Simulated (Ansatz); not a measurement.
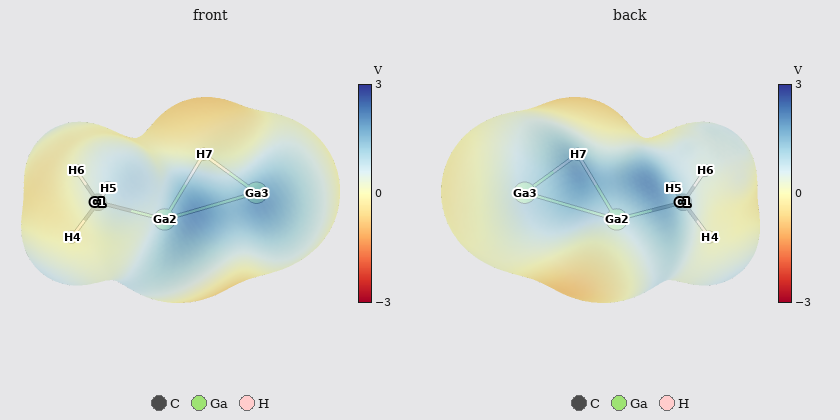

Figure 1: CH4Ga2. The electrostatic potential painted on the density surface at 0.002 e/bohr³, seen from the front and from behind; red is negative and blue positive.

Geometry: PBE-D3(BJ)/def2-SVP.

All numbers below come from isolated molecule in a Gaussian basis; Kohn-Sham density functional theory, functional PBE0 (Ansatz).

```xyz
7

C     0.3424   -1.2667   -0.5120
Ga    1.7485   -0.8369   -1.8958
Ga    2.5934    0.4860   -4.0170
H     0.6940   -2.0317    0.2084
H     0.0722   -0.3437    0.0437
H    -0.5755   -1.6381   -1.0153
H     0.9395    0.4949   -3.0385
```

Describe the electrostatic potential map.

Answer. The most negative region (about −0.8 V, or −18 kcal/mol for a unit charge) lies over H7, the most positive (about +2.1 V, or +48 kcal/mol for a unit charge) over Ga2.
